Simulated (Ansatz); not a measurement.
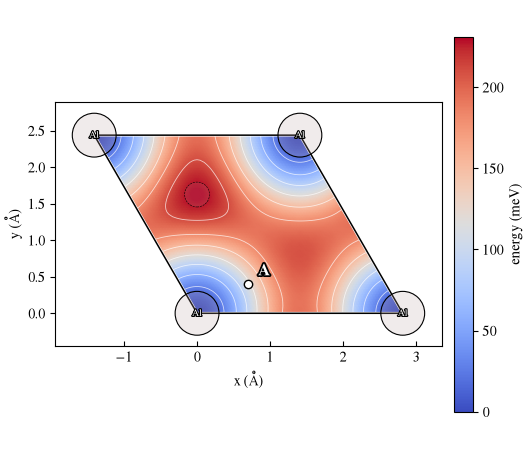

H on an Al(111) slab cut from the Fm-3m phase, its upper half relaxed before the scan (12 atoms of substrate and one adsorbate in a 2 × 2 cell). H is moved over the surface cell at a fixed height above a rigid substrate; the origin of the map has the adsorbate above Al9; the height is held at 2.50 Å. Places are given modulo a cell vector. The map is drawn in real space over the plane of the surface. The scan uses a 6 × 6 grid; 10 points were computed and 26 follow by symmetry. Places are given in fractions of the 1 × 1 surface cell. All energies are given in meV relative to the lowest grid point. The runs have no spin polarisation, so an open-shell adsorbate far from the surface lies too high. At a fixed height the lowest place need not be the adsorption site. These are results of DFT PBE+D3(BJ), scalar-relativistic, plane waves, PAW (Ansatz 0.2.0), not measurements. Settings: cutoff 420 eV, k-mesh 6×6×1, gaussian smearing 0.1 eV, no spin polarisation.

The picture shows a smooth colour map with a few white contour lines, labelled circles for the atoms of the top layer and small ones for the second layer, the outline of one cell of the plane, the point A. Between grid points the surface is interpolated.

Question: Is A at rest? If not, where is it pushed?

Answer: A, at (2/6, 1/6) of the cell vectors, is not a stationary point. The computed force is 0.21 eV/Å in the plane, pointing down and left in the picture (components −0.18 and −0.10 eV/Å).

PAW datasets: the set soft_1.
